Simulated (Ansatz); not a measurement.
Input file:

```
crystal:
  periodic: [false, false, false]
  atoms:
    - {symbol: C, position_ang: [-0.992658, 0.354608, -0.354588]}
    - {symbol: C, position_ang: [-0.892784, -2.964782, 0.557365]}
    - {symbol: Al, position_ang: [-1.745150, -1.205221, 0.512321]}
    - {symbol: Br, position_ang: [0.042964, -2.296307, 2.204208]}
    - {symbol: F, position_ang: [-3.258271, -1.127595, 1.220994]}
    - {symbol: H, position_ang: [-1.099481, 1.249216, 0.279409]}
    - {symbol: H, position_ang: [0.077050, 0.222606, -0.580074]}
    - {symbol: H, position_ang: [-1.512995, 0.567595, -1.303328]}
    - {symbol: H, position_ang: [-0.093801, -3.239993, -0.142187]}
    - {symbol: H, position_ang: [-1.455503, -3.850377, 0.877773]}
basis:
  gaussian:
    orbitals: def2-TZVPD
hamiltonian:
  xc: {name: PBE0}
output:
  forces: true
  orbitals: {seedname: orbitals}
```

Launched as:

```sh
ansatz run input.yaml --threads 2 --pin off --max-ram 5220MiB --events-out events.jsonl --progress --plain --runs-dir runs
```

Geometry: PBE0-D3(BJ)/def2-SVP.

The calculation used isolated molecule in a Gaussian basis; Kohn-Sham density functional theory, functional PBE0 in Ansatz 0.2.0.

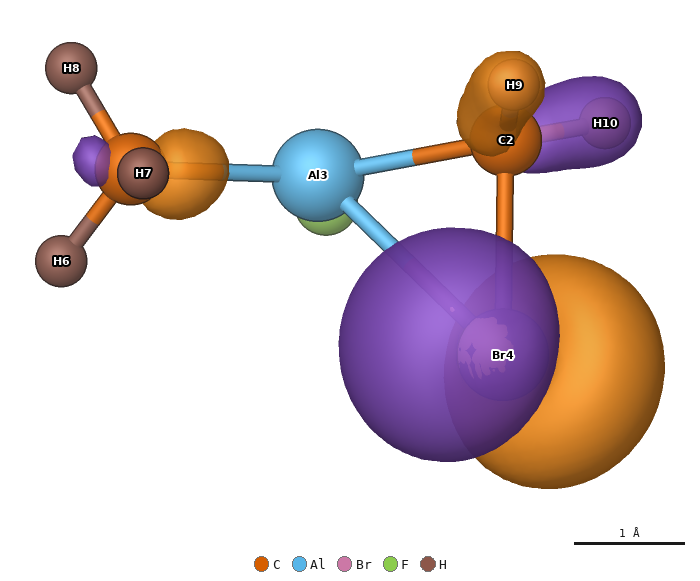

C₂H₅AlBrF. The HOMO−1 at ±0.15 Å⁻³ᐟ² (orange and purple are the two phases), seen from one side.

Describe this orbital and give its energy.

Answer. It lies mainly on Br4 (about 80 %); largely a lone pair of Br4. Its energy is −8.59 eV.
